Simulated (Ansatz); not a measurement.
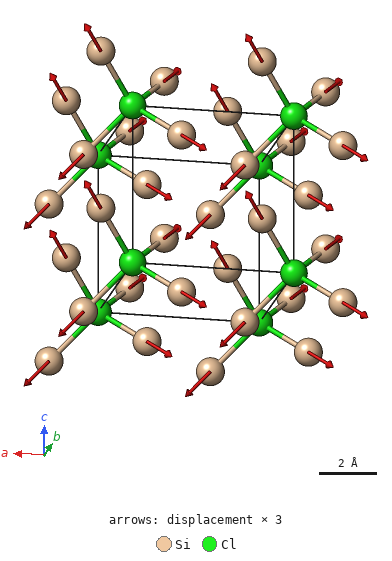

This is a relaxation of a crystal of Si₄Cl (a generated structure, set up in P-43m) (coarse preliminary run). The starting structure is drawn; red arrows show the displacements (the part carried along by the change of the cell is left out), 3 times their true length.

A ball-and-stick model of the cell of the calculation, seen from a free direction.

These are results of DFT PBE, scalar-relativistic, plane waves, PAW in Ansatz 0.2.0, not measurements. Set-up: plane-wave cutoff 420 eV; k-point mesh 4 × 4 × 4; occupations gaussian; smearing width 0.1 eV; no spin polarisation; cell and atoms relaxed; force threshold 0.04 eV/Å; at most 70 steps.

Which element moves most?

Silicon: up to 0.44 Å, against 0.00 Å for chlorine.

Describe the change and its energy.

After 7 accepted moves (9 points after the start) the energy has fallen by 1008 meV per atom. Largest force component: 0.26 eV/Å at the start, 0.0011 eV/Å at the end. Pressure: −5.78 GPa at the start and 0.01 GPa at the end. The SCF was repeated twice at an unchanged geometry on a basis and grid sized afresh for the cell, which shifted the energy by 0.2 meV per atom at most. The largest moves relative to the cell, 0.44 Å, are those of Si atoms. Cl stays in place. The drawn cell changes as follows: a = b = c 5.792 → 4.701 Å (−18.8 %); the volume changes by −46.5 %. Some distances before and after: Si–Si 4.096 → 2.611 Å, Cl–Si 2.508 → 2.472 Å. The space group stays P-43m (No. 215). Cost: 30 s on 1 thread of Arm Neoverse V1, on a shared host, peak memory 0.34 GiB.
